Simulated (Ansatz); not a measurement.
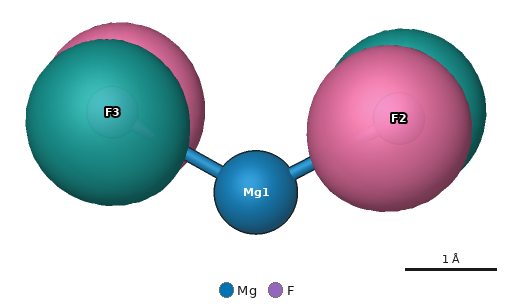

Figure. F₂Mg (charge −1, doublet). The HOMO−1 (β) at ±0.1 Å⁻³ᐟ² (teal and pink are the two phases), seen at a tilt.

Geometry: r2SCAN-D4/def2-TZVPD; the highest occupied orbital lies above zero, a sign that basis and functional describe the outermost electron poorly.

Level of theory: UKS PBE0-D4/def2-TZVPD (Ansatz 0.2.0).

**Where does this orbital lie, and at what energy?**

It lies mainly on F2 (about 45 %) and F3 (about 45 %); it changes sign across the molecular plane (π type). Its energy is −4.59 eV.
